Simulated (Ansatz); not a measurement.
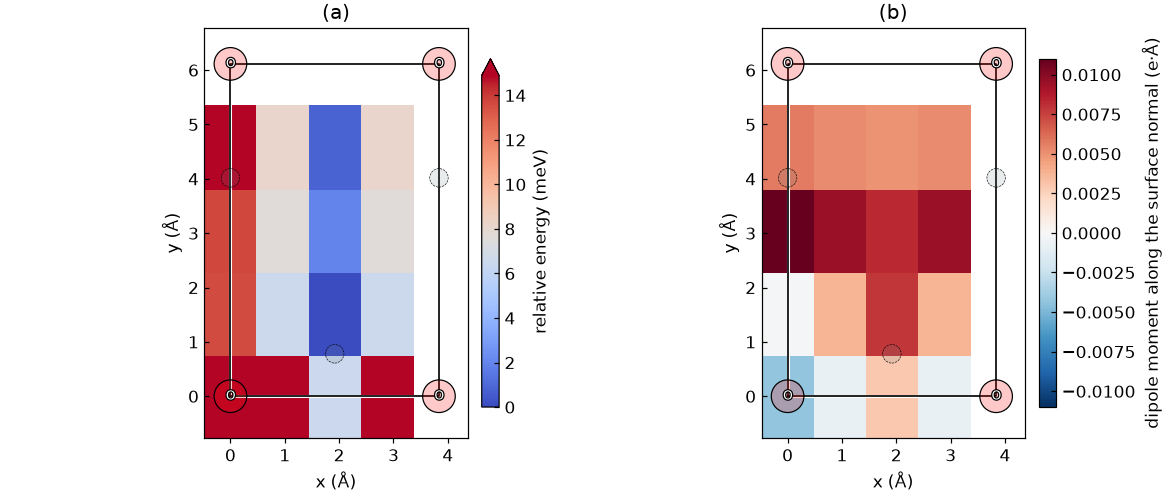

CO on a SnO(101) slab cut from the P4/nmm phase, its upper half relaxed before the scan (8 atoms of substrate and one adsorbate in a 1 × 1 cell). 
- CO (O end down) is moved over the surface cell at a fixed height above a rigid substrate; the origin of the map has the adsorbate above O8; the height is held at 3.10 Å.
- Places are given modulo a cell vector. The map is drawn in real space over the plane of the surface.
- The grid has 4 × 4 points; 12 points were computed and 4 follow by symmetry.
- Energies: meV, counted from the lowest grid point.
- With one adsorbate in each 1 × 1 cell, its nearest image is 3.8 Å away, so neighbouring adsorbates interact. At a fixed height the lowest place need not be the adsorption site.
- All numbers below come from DFT PBE+D3(BJ), scalar-relativistic, plane waves, PAW in Ansatz 0.2.0. Settings: cutoff 420 eV, k-mesh 7×5×1, gaussian smearing 0.1 eV, no spin polarisation.

Panel (a) is the energy; panel (b) is the computed dipole moment along the surface normal, in e·Å.

In the figure: one coloured cell a grid point, labelled circles for the atoms of the top layer and small ones for the second layer, the outline of one cell of the plane, one colour for all values above the top of the scale.

How does the dipole moment along the surface normal vary over the map, and what is it at the lowest grid point?

It runs from 0.00 e·Å at the top site over a surface O atom, (0/4, 0/4) of the cell vectors to 0.01 e·Å at the trough between two rows of top atoms, (0/4, 2/4) of the cell vectors. At the lowest grid point, (2/4, 1/4) of the cell vectors, it is 0.01 e·Å.

PAW datasets: the set soft_1.
